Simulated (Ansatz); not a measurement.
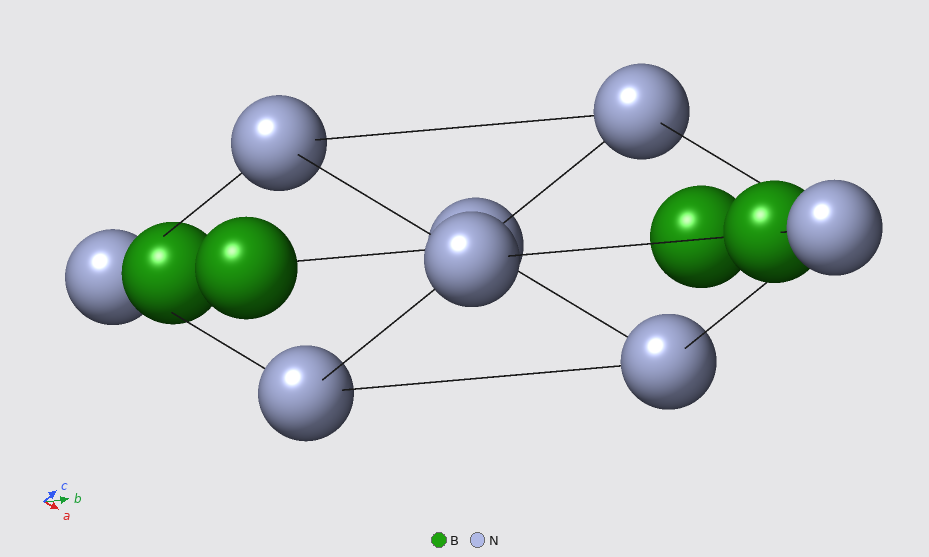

Spheres-only model, viewed slightly off an axis. Lines trace the edges of the simulation cell.

The input file of the run:
```yaml
crystal:
  lattice:
    - [1.4777223874, 0.8531634182, 5.3181495262]
    - [-1.4777223874, 0.8531634182, 5.3181495262]
    - [0.0, -1.7063268363, 5.3181495262]
  atoms:
    - { symbol: B, position: [0.1847000226, 0.1847000226, 0.1847000226] }
    - { symbol: B, position: [0.8152999774, 0.8152999774, 0.8152999774] }
    - { symbol: B, position: [0.9168375511, 0.9168375511, 0.9168375511] }
    - { symbol: B, position: [0.0831624489, 0.0831624489, 0.0831624489] }
    - { symbol: "N", position: [0.0, 0.0, 0.0] }
basis:
  ecutwfc: 420
kpoints:
  mp_grid: { grid: [12, 12, 12] }
  band_path:
    path:
      - [[0.0, 0.0, 0.0], [0.5, 0.5, 0.5], [0.81617591, 0.18382409, 0.5]]
      - [[0.5, -0.18382409, 0.18382409], [0.5, 0.0, 0.0], [0.0, 0.0, 0.0], [0.34191205, -0.34191205, 0.0]]
      - [[0.65808795, 0.0, 0.34191205], [0.5, 0.0, 0.5], [0.0, 0.0, 0.0]]
    npoints: 14
hamiltonian:
  xc: pbe
scf:
  occupations: { method: gaussian, width: 0.1 }
  n_extra_bands: 12
output:
  forces: true
  stress: true
  eigenvalues: true
  populations: true
  dos: { projected: true, de: 0.02, nscf_kmesh: { grid: [15, 15, 15] } }
  bader: true
  write_density: true
  write_potential: true
  elf: true
  volumetric_format: npy
```
Run as:
```sh
ansatz run input.yaml --threads 1 --pin off --max-ram 2560MiB --backend cpu --events-out ev --progress --plain --runs-dir out
```

Level of theory and settings: Ansatz, DFT PBE, scalar-relativistic, plane waves, PAW, plane waves up to 420 eV, a 12×12×12 mesh of k-points, Gaussian smearing of 0.1 eV, no spin polarisation.

State the Bader charges by element.

Answer. B +0.01 to +0.98 e; N -1.97 e.

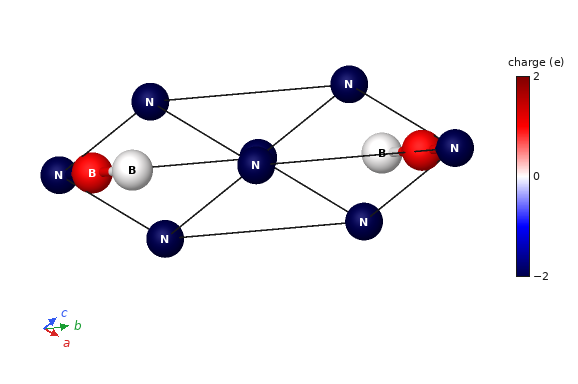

The atoms coloured by those charges.

Its origin is a structure type filled with these elements by a generator (whether the compound takes this form wasn't checked). Earlier steps of the study may have refined or changed the cell and positions. It went into a calculation with Ansatz.
